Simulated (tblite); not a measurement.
# Molecular dynamics, with input and output: C₅H₆F₂ (part 1 of 2)

- system: C₅H₆F₂, SMILES C=CC(=C)C(F)F
- method: GFN2-xTB Langevin dynamics, gas phase (tblite 0.8.0)

It belongs to a series of runs on one base structure; here: H on C replaced by CHF2.

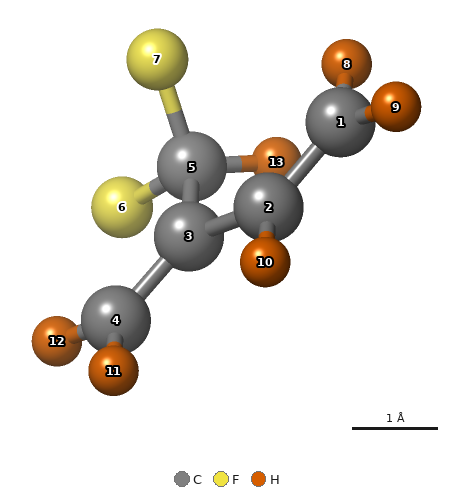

Figure 1. The input geometry (ball-and-stick view, seen at a tilt; atoms are numbered from 1 in the order of the input).

The input:
```
{"job": {"kind": "md", "xc": "GFN2-xTB", "basis": "xTB", "temperature": 300, "steps": 2000, "every": 50}, "charge": 0, "multiplicity": 1}
C      1.815397     0.830076     0.074261
C      1.135971    -0.225153     0.508290
C     -0.303543    -0.418787     0.412744
C     -0.914633    -1.482987     0.930147
C     -1.096850     0.648938    -0.303205
F     -2.399536     0.308981    -0.444538
F     -1.092734     1.818949     0.390925
H      1.347686     1.675780    -0.399309
H      2.882998     0.889565     0.196827
H      1.659750    -1.037785     0.993708
H     -0.356572    -2.250789     1.437258
H     -1.979623    -1.618169     0.860332
H     -0.702699     0.861867    -1.310944
```

The first line tells a small driver script what to run in tblite; the rest is the geometry in Å.

Run on 1 CPU thread, shared host.

Run as:
```bash
OMP_NUM_THREADS=1 python <driver script> task.json out
```

Log:
```
t/fs     T/K      E/eV
    0.0   250.0   -630.47949
   25.0   179.0   -630.18560
   50.0   249.5   -630.24218
   75.0   244.9   -630.21804
  100.0   245.4   -630.09600
  125.0   250.0   -630.04579
  150.0   268.3   -630.10422
  175.0   244.9   -630.06388
  200.0   300.0   -630.17350
  225.0   334.7   -630.16411
  250.0   293.6   -629.96241
  275.0   328.2   -629.91723
  300.0   423.6   -630.15937
  325.0   234.6   -629.97051
  350.0   284.9   -629.97576
  375.0   256.0   -629.85969
  400.0   213.8   -630.05173
  425.0   232.0   -629.96421
  450.0   283.7   -630.04184
  475.0   386.3   -630.01854
  500.0   336.5   -629.94707
  525.0   446.1   -630.16366
  550.0   241.9   -629.96211
  575.0   334.3   -630.13820
  600.0   322.1   -630.11321
  625.0   238.0   -630.02027
  650.0   237.8   -630.06958
  675.0   227.4   -630.21495
  700.0   193.4   -629.95998
  725.0   400.4   -630.12348
  750.0   284.7   -630.05216
  775.0   274.9   -630.01547
  800.0   266.4   -630.02495
  825.0   317.3   -630.05108
  850.0   195.1   -629.84295
  875.0   348.4   -630.18442
  900.0   260.5   -629.97186
  925.0   311.1   -629.91889
  950.0   333.9   -630.08955
  975.0   248.6   -629.96786
 1000.0   262.4   -629.94456
```

Trajectory as extended XYZ (Å, eV, eV/Å), 36 of the 41 frames kept, from step=0 to step=40:
```
13
Properties=species:S:1:pos:R:3:forces:R:3 step=0 time_fs=0.0 energy=-630.47949 temperature=250.0
C     1.8154    0.8301    0.0743    0.0004   0.0000  -0.0019
C     1.1360   -0.2252    0.5083    0.0012  -0.0008  -0.0015
C    -0.3035   -0.4188    0.4127   -0.0006   0.0030   0.0039
C    -0.9146   -1.4830    0.9301   -0.0001  -0.0012  -0.0043
C    -1.0969    0.6489   -0.3032   -0.0016  -0.0020  -0.0036
F    -2.3995    0.3090   -0.4445   -0.0019   0.0002   0.0000
F    -1.0927    1.8189    0.3909    0.0024  -0.0067   0.0003
H     1.3477    1.6758   -0.3993    0.0017   0.0040   0.0029
H     2.8830    0.8896    0.1968    0.0001   0.0008   0.0000
H     1.6598   -1.0378    0.9937    0.0008  -0.0005   0.0014
H    -0.3566   -2.2508    1.4373   -0.0026   0.0007  -0.0005
H    -1.9796   -1.6182    0.8603   -0.0005   0.0003   0.0061
H    -0.7027    0.8619   -1.3109    0.0007   0.0022  -0.0027
13
Properties=species:S:1:pos:R:3:forces:R:3 step=1 time_fs=25.0 energy=-630.18560 temperature=179.0
C     1.8269    0.7914   -0.0263    0.4750  -0.7647   1.4608
C     1.1889   -0.2599    0.5085   -0.3505  -0.0124  -0.4476
C    -0.2857   -0.3749    0.4795   -0.1964  -0.2244  -0.5816
C    -1.0273   -1.4038    0.9105    0.8696  -0.1284   1.1124
C    -1.0833    0.6730   -0.2898   -0.3633   0.1866   0.7620
F    -2.3611    0.2102   -0.4359    0.3023   0.5495  -0.3788
F    -1.2207    1.8553    0.4115    0.2209  -0.5230  -0.3614
H     1.3479    1.6936   -0.3106   -0.2600   0.3063  -0.4115
H     2.8994    0.8400    0.1364   -0.1748   0.0727  -0.4395
H     1.7981   -1.1015    0.8972   -0.8190   0.5549  -0.2142
H    -0.5102   -2.1798    1.4668   -0.2180  -0.0610  -0.1859
H    -2.1140   -1.4340    0.9441    0.5524   0.0236  -0.2645
H    -0.6799    0.9143   -1.2799   -0.0381   0.0203  -0.0501
13
Properties=species:S:1:pos:R:3:forces:R:3 step=2 time_fs=50.0 energy=-630.24218 temperature=249.5
C     1.7889    0.7756    0.0631   -0.2655   1.0291  -1.5603
C     1.0707   -0.2161    0.5352   -0.4139  -0.1185   0.0456
C    -0.3717   -0.3966    0.4505    0.1425   1.7651   0.2170
C    -0.9824   -1.3345    1.1490   -0.9104  -0.8737  -0.1642
C    -1.1700    0.7112   -0.2746    1.5341  -0.6647  -0.8702
F    -2.3847    0.2420   -0.5407   -0.9710   0.1461  -0.0665
F    -1.2782    1.8854    0.4016   -0.0466  -0.4668   0.0737
H     1.3039    1.5261   -0.5722    0.4621  -0.0630   0.4492
H     2.8614    0.7938    0.0853    0.0178   0.0926   0.2749
H     1.5973   -0.9425    1.0850    0.2760  -1.0080   0.6499
H    -0.4333   -2.0894    1.6673    0.3378  -0.1453   0.2081
H    -2.0507   -1.5368    1.1188    0.2454   0.4170  -0.0176
H    -0.6803    0.9514   -1.2753   -0.4083  -0.1100   0.7605
13
Properties=species:S:1:pos:R:3:forces:R:3 step=3 time_fs=75.0 energy=-630.21804 temperature=244.9
C     1.7687    0.7688    0.0620    0.0213  -0.1189  -0.1083
C     1.0113   -0.1865    0.5875    1.2931  -0.6302  -0.1936
C    -0.4145   -0.3537    0.4893   -0.7625  -0.8337   0.5486
C    -1.0230   -1.2818    1.2409   -0.0244  -0.5906  -0.2074
C    -1.2118    0.6350   -0.3548    1.4357  -0.4267  -0.2586
F    -2.4760    0.3474   -0.6666   -0.4399  -0.5541   0.1971
F    -1.2546    1.7579    0.3820   -0.0887   0.9432  -0.1522
H     1.2783    1.5177   -0.5052    0.0462   0.8176  -0.2833
H     2.8526    0.8171    0.1415   -0.5128  -0.1081   0.0628
H     1.5462   -1.0124    1.0610   -0.4018   0.1855   0.2565
H    -0.5141   -2.0415    1.8643   -0.1920   0.9013  -0.5142
H    -2.0886   -1.4185    1.1608   -0.0824   0.0488   0.0914
H    -0.6760    0.7782   -1.3353   -0.2919   0.3657   0.5611
13
Properties=species:S:1:pos:R:3:forces:R:3 step=5 time_fs=125.0 energy=-630.04579 temperature=250.0
C     1.7000    0.6389    0.2626   -0.2131   0.7048  -0.9936
C     0.9294   -0.3504    0.6810   -0.5324   1.1695  -0.2071
C    -0.4938   -0.3637    0.4879   -0.8922   0.8029  -0.1307
C    -1.3063   -1.1150    1.2250    0.7218  -1.3657  -0.3487
C    -1.0727    0.6976   -0.4367   -0.7773  -1.3698  -0.0539
F    -2.3549    0.3325   -0.7896    0.3453   0.0251  -0.1810
F    -1.2498    1.8180    0.2632    0.3167   0.9029  -0.0839
H     1.3427    1.5473   -0.2464    0.2030  -0.7445   0.2318
H     2.7415    0.4852    0.2690    0.9929   0.3318   0.3833
H     1.3390   -1.0608    1.3309    0.4442  -1.2395   0.3854
H    -0.7208   -1.8207    1.8100   -0.7520  -0.0442   0.3919
H    -2.3533   -1.3163    1.0425    0.2536   0.4476   0.2535
H    -0.5143    0.8178   -1.3846   -0.1105   0.3790   0.3530
13
Properties=species:S:1:pos:R:3:forces:R:3 step=6 time_fs=150.0 energy=-630.10422 temperature=268.3
C     1.7728    0.5954    0.3882   -1.0009  -0.9837   0.3151
C     0.9080   -0.3994    0.6860    1.9035   0.5108  -0.0438
C    -0.5057   -0.3442    0.5313   -1.8851  -0.7471   0.5486
C    -1.3877   -1.1558    1.1886    2.6696   1.3186  -0.8315
C    -1.1173    0.6946   -0.3825    0.0270  -0.1608   0.1039
F    -2.2952    0.2347   -0.8893   -0.3636   0.4761   0.5343
F    -1.2818    1.9214    0.2156   -0.3028  -0.6673  -0.2988
H     1.3351    1.4099   -0.1239    0.2015   0.9838  -0.2402
H     2.8131    0.6348    0.6821   -0.3364  -0.2296  -0.2522
H     1.3193   -1.2765    1.1451   -0.1341  -0.3642   0.3734
H    -1.0243   -1.9401    1.7941    0.0883  -0.5341   0.4587
H    -2.3811   -0.8757    1.1958   -1.7060  -0.0454  -0.1028
H    -0.5357    0.8243   -1.2765    0.8389   0.4429  -0.5649
13
Properties=species:S:1:pos:R:3:forces:R:3 step=7 time_fs=175.0 energy=-630.06388 temperature=244.9
C     1.7292    0.5393    0.4018    0.1659   1.2411  -0.7858
C     0.8425   -0.3858    0.7264    1.8514  -1.6073  -0.1188
C    -0.5697   -0.3246    0.6187   -0.9621   0.7317  -0.9402
C    -1.4017   -1.2020    1.1726   -1.3491   1.0350   0.0789
C    -1.0986    0.7050   -0.4006   -0.3946  -0.5899   1.3211
F    -2.2727    0.2727   -0.8596   -0.9794  -0.1782  -0.4998
F    -1.3612    1.9035    0.1792    0.1759   0.1649   0.1072
H     1.2692    1.4919    0.0834    0.8971  -0.2382   0.3455
H     2.8392    0.4404    0.3313   -1.4070  -0.0151   0.3023
H     1.1992   -1.4048    0.8986    0.0410   0.2232   0.5127
H    -1.0412   -1.8271    1.9572   -0.0717  -0.5128   0.0241
H    -2.5038   -1.0854    1.0081    1.2602  -0.4236   0.2400
H    -0.4770    0.8624   -1.2575    0.7723   0.1692  -0.5871
13
Properties=species:S:1:pos:R:3:forces:R:3 step=8 time_fs=200.0 energy=-630.17350 temperature=300.0
C     1.6143    0.5683    0.4012    0.5537   2.0990  -1.1093
C     0.8420   -0.3981    0.7740   -0.7207  -1.8082   1.2261
C    -0.5989   -0.4338    0.6233    1.3496   2.5558  -1.7294
C    -1.4048   -1.1884    1.2826   -0.9033  -2.5514   0.9200
C    -1.1086    0.6391   -0.3455   -0.5888  -0.1080  -0.5331
F    -2.3193    0.2882   -0.9089    0.5824   0.0160   0.3446
F    -1.3390    1.8580    0.2156    0.1520  -0.3184   0.1885
H     1.2638    1.4644   -0.1184    0.2794  -0.3750   0.2637
H     2.6458    0.5067    0.5953    0.9768   0.1672   0.0957
H     1.3101   -1.2015    1.3481   -0.4292  -0.0496  -0.2059
H    -1.0425   -2.0407    1.8414    0.0993   0.2861   0.3201
H    -2.4367   -1.2273    1.0851   -1.0477   0.2846  -0.0060
H    -0.4044    0.8111   -1.1901   -0.3035  -0.1982   0.2252
13
Properties=species:S:1:pos:R:3:forces:R:3 step=9 time_fs=225.0 energy=-630.16411 temperature=334.7
C     1.6036    0.5787    0.3531   -0.4778  -0.8756   0.6033
C     0.7995   -0.3113    0.9122   -1.0882  -0.1459   1.3125
C    -0.6765   -0.4713    0.6834    1.5789   0.9375  -1.0037
C    -1.4660   -1.2690    1.3757    0.0687  -0.1377   0.3116
C    -1.1643    0.5065   -0.3784    0.5029   0.1593  -0.9630
F    -2.3622    0.2006   -0.9446    0.2100  -0.0621   0.3703
F    -1.3115    1.7308    0.2064   -0.1341  -0.0746  -0.0827
H     1.3165    1.2290   -0.4008   -0.2513   0.9039  -1.1663
H     2.5891    0.6360    0.7037    1.0829   0.1779   0.2105
H     1.2078   -0.8062    1.8090   -0.4581  -0.2496  -0.6633
H    -1.0266   -1.8352    2.1791   -0.1539  -0.2158  -0.0095
H    -2.5229   -1.3561    1.2032   -0.0066   0.0547  -0.0242
H    -0.4356    0.6782   -1.2653   -0.8734  -0.4720   1.1045
13
Properties=species:S:1:pos:R:3:forces:R:3 step=10 time_fs=250.0 energy=-629.96241 temperature=293.6
C     1.6103    0.4681    0.3909   -0.2735   0.2324   0.6381
C     0.6971   -0.1603    1.1474    0.4923  -0.1054  -1.5895
C    -0.6719   -0.4052    0.6955   -0.0228  -1.5423   1.1102
C    -1.4296   -1.2770    1.3776   -1.4115   0.6814   0.1015
C    -1.2150    0.3901   -0.4397    1.7229   0.9598  -0.7204
F    -2.4283    0.1103   -0.9061   -0.2253  -0.3234   0.0887
F    -1.2658    1.6135    0.1471   -0.6455   1.2810  -0.2048
H     1.2433    1.1178   -0.4088    0.8099  -0.4588   0.1920
H     2.6706    0.4289    0.6776   -0.7381   0.4072  -0.3215
H     1.0114   -0.7150    2.0044   -0.0150  -0.2468   0.3270
H    -1.1136   -1.7174    2.3243   -0.0442   0.0690  -0.6089
H    -2.5219   -1.3571    1.1357    1.2879  -0.2899   0.1208
H    -0.4982    0.5603   -1.3361   -0.9370  -0.6641   0.8668
13
Properties=species:S:1:pos:R:3:forces:R:3 step=11 time_fs=275.0 energy=-629.91723 temperature=328.2
C     1.6694    0.3572    0.4663   -1.5530  -2.0066  -0.2026
C     0.6714   -0.2527    1.1425    0.1329   0.7424   0.3178
C    -0.7234   -0.5060    0.7353    1.0576   0.4539   0.6618
C    -1.5964   -1.2541    1.4041    1.3046  -1.2298   0.5727
C    -1.2433    0.3344   -0.3802    1.1446   1.6065  -0.7051
F    -2.4720   -0.0032   -0.7540   -0.3812   0.2062  -0.2294
F    -1.2543    1.7121   -0.0211   -0.4125  -1.1870   0.1017
H     1.5986    0.3283   -0.6203    0.3824   0.7843   0.4114
H     2.5871    0.4250    0.9984    0.5195   0.4141  -0.2801
H     0.8730   -0.4524    2.1947   -0.2885  -0.0389  -0.1158
H    -1.3881   -1.9755    2.2126    0.2365   0.8826  -0.4541
H    -2.4977   -1.4279    0.9241   -1.7697  -0.0593  -0.3142
H    -0.5729    0.4015   -1.2755   -0.3732  -0.5681   0.2358
13
Properties=species:S:1:pos:R:3:forces:R:3 step=13 time_fs=325.0 energy=-629.97051 temperature=234.6
C     1.6212   -0.0709    0.6123    0.4172   1.1507  -0.4907
C     0.5671   -0.2305    1.4066    0.0333   0.0196  -0.8830
C    -0.8314   -0.3245    0.8999    0.2188  -0.4603   0.7089
C    -1.5438   -1.2712    1.5191   -0.9151   0.4184   0.0416
C    -1.3777    0.3740   -0.3692   -0.7251  -1.4615   1.6995
F    -2.7077   -0.0381   -0.5872    1.0836   0.8797   0.3582
F    -1.2996    1.6999   -0.3053   -0.3004   0.2333  -0.0078
H     1.5602    0.3383   -0.4151   -0.1445  -0.6070   0.7151
H     2.6477   -0.1137    0.9826   -0.5050  -0.1179  -0.0288
H     0.7548   -0.5604    2.4317   -0.4006   0.1556  -0.3813
H    -1.2189   -1.6927    2.4698   -0.0691  -0.0566  -0.6045
H    -2.5415   -1.5383    1.1612    0.4233   0.0450   0.3141
H    -0.8598   -0.0060   -1.2049    0.8836  -0.1989  -1.4413
13
Properties=species:S:1:pos:R:3:forces:R:3 step=14 time_fs=350.0 energy=-629.97576 temperature=284.9
C     1.5892   -0.0326    0.5736    0.4287  -1.0816  -0.2248
C     0.4907   -0.1597    1.3349    1.6845   0.7740  -0.0294
C    -0.9075   -0.3449    0.9552    1.2120   0.2151   0.8484
C    -1.6014   -1.2031    1.6786   -0.9680  -0.9507  -0.4620
C    -1.3864    0.3211   -0.2644   -1.2861  -0.6096  -0.5471
F    -2.7106    0.0518   -0.4654   -0.3632   0.0096   0.0624
F    -1.2857    1.6350   -0.3886    0.3383   1.0436   0.4563
H     1.6643   -0.1617   -0.5161   -0.6030   0.2533   0.5518
H     2.6115   -0.1109    0.9979   -0.9944   0.5373   0.0308
H     0.6762   -0.0476    2.4108   -0.2928  -0.3175  -0.3519
H    -1.1111   -1.8759    2.3572   -0.0254   0.3285   0.4169
H    -2.6235   -1.4659    1.4252    0.1446   0.1936   0.1275
H    -0.8997   -0.1153   -1.1165    0.7249  -0.3956  -0.8789
13
Properties=species:S:1:pos:R:3:forces:R:3 step=15 time_fs=375.0 energy=-629.85969 temperature=256.0
C     1.5857   -0.0866    0.5556   -3.3234  -0.0056   0.9069
C     0.5307   -0.0817    1.4061    0.8395  -0.6988  -1.6024
C    -0.8644   -0.4832    1.0249    0.7186   1.4589   0.0578
C    -1.6773   -1.1707    1.8163   -0.8511   0.8201  -1.5702
C    -1.4301    0.1610   -0.2489   -0.1235   0.3169  -0.2920
F    -2.7717    0.0893   -0.3123   -0.6452  -0.3688   0.3772
F    -1.2428    1.5417   -0.3641    0.6634  -1.3054   0.2711
H     1.4585   -0.2706   -0.4603   -0.7350  -0.5658  -1.5964
H     2.5445    0.2352    0.6671    2.1595   0.6953   1.4005
H     0.7076    0.0964    2.4422   -0.0908   0.1200   0.4837
H    -1.4464   -1.4836    2.7694    0.7157  -0.7621   1.4814
H    -2.7001   -1.3299    1.5014    0.0763  -0.1016   0.0509
H    -1.1239   -0.3583   -1.1753    0.5959   0.3967   0.0315
13
Properties=species:S:1:pos:R:3:forces:R:3 step=16 time_fs=400.0 energy=-630.05173 temperature=213.8
C     1.4678   -0.1065    0.5925    0.6863   0.0936  -1.0567
C     0.4218   -0.1232    1.3989    1.2058  -0.0151   0.5182
C    -0.9510   -0.4021    1.0562    0.2052  -1.1712   0.6082
C    -1.6841   -1.1384    1.8865    1.0639  -0.0080   1.2306
C    -1.4869    0.0934   -0.2346   -0.8734   0.6544   0.1868
F    -2.8602    0.0015   -0.2254    0.3336   0.4219  -0.0769
F    -1.1572    1.4366   -0.2362   -0.4245  -0.6784  -0.9490
H     1.4763   -0.2484   -0.4806   -0.7089  -0.0108  -0.0294
H     2.4932    0.0614    0.8756   -0.1121   0.0599   0.7075
H     0.6552   -0.0338    2.4641   -0.3769   0.0458  -0.2574
H    -1.2236   -1.5066    2.8457   -0.7975   0.4576  -1.1841
H    -2.6983   -1.3185    1.6727   -0.7816  -0.4494   0.0514
H    -1.2307   -0.4591   -1.1619    0.5799   0.5996   0.2506
13
Properties=species:S:1:pos:R:3:forces:R:3 step=17 time_fs=425.0 energy=-629.96421 temperature=232.0
C     1.4276   -0.1486    0.6123    3.2883  -0.0870  -0.3386
C     0.4464   -0.2914    1.4615    0.3891   0.6640   1.9273
C    -0.9339   -0.5288    1.1683   -1.3478   0.4267  -0.3427
C    -1.7620   -1.1821    1.9925    1.0972  -0.9907  -0.1137
C    -1.4736    0.1014   -0.1002   -1.5093  -0.2984  -1.2757
F    -2.8775    0.0120   -0.1950    0.9960  -0.0029   0.5051
F    -1.2489    1.4408   -0.2288    0.3125  -0.7499   0.2197
H     1.3888   -0.2532   -0.4480   -0.5217  -0.0243  -0.4277
H     2.5458   -0.0630    0.9125   -2.1125   0.0865  -0.0750
H     0.6609   -0.1440    2.5437   -0.1216  -0.3963  -0.7322
H    -1.3025   -1.6841    2.8722   -0.7588   0.5468  -0.6620
H    -2.7180   -1.5082    1.6149   -0.1239   0.2879   0.5358
H    -1.1908   -0.4279   -1.0632    0.4125   0.5377   0.7796
13
Properties=species:S:1:pos:R:3:forces:R:3 step=18 time_fs=450.0 energy=-630.04184 temperature=283.7
C     1.4340   -0.1959    0.6179   -1.3846   0.1568   0.6961
C     0.4923   -0.3746    1.5666    0.3539   0.2745  -2.0570
C    -0.9451   -0.5127    1.2701    0.4466   0.7281  -1.3135
C    -1.7761   -1.2178    2.0086   -1.4256   0.8142  -0.5493
C    -1.4764    0.1051   -0.0191   -0.9060  -0.3803  -1.3030
F    -2.8502   -0.0044   -0.1263    0.2234  -0.4049   0.4459
F    -1.3237    1.4365   -0.1009    0.7486   0.3371   0.1181
H     1.2474    0.0305   -0.4069   -0.4436  -0.2819  -0.4110
H     2.4597   -0.1872    0.8381    0.9685   0.1037   0.5531
H     0.8197   -0.3947    2.5729   -0.0825  -0.4514   0.7654
H    -1.3711   -1.6434    2.8481    0.4716  -1.0820   1.8788
H    -2.8645   -1.2302    1.8778    0.7397  -0.2216  -0.1707
H    -1.1565   -0.3543   -1.0304    0.2900   0.4076   1.3470
13
Properties=species:S:1:pos:R:3:forces:R:3 step=19 time_fs=475.0 energy=-630.01854 temperature=386.3
C     1.5321   -0.1918    0.6857   -1.7919   0.5737   0.1344
C     0.4817   -0.5026    1.4992    1.2477   0.6830  -1.0811
C    -0.9788   -0.4822    1.2508    2.2237   0.0674  -0.5464
C    -1.7635   -1.2070    2.0193    0.2329   0.2125   2.3526
C    -1.4965    0.1874    0.0153    1.0987  -1.1837  -1.5016
F    -2.7889   -0.0864   -0.1507   -1.1988   0.3768   0.0471
F    -1.2925    1.5054    0.0014   -0.2440   0.8609   0.3884
H     1.4288    0.2990   -0.3122   -0.0324  -0.7297   0.9848
H     2.5422   -0.2828    1.0523   -0.1484  -0.0773  -0.0702
H     0.7643   -0.8595    2.4809   -0.2228  -0.1639   0.0054
H    -1.3602   -1.5028    3.0460   -0.8528  -0.0988  -1.7419
H    -2.8045   -1.2098    1.8035   -0.5076  -0.4001   0.2974
H    -1.0435   -0.1606   -0.9652    0.1957  -0.1208   0.7311
```
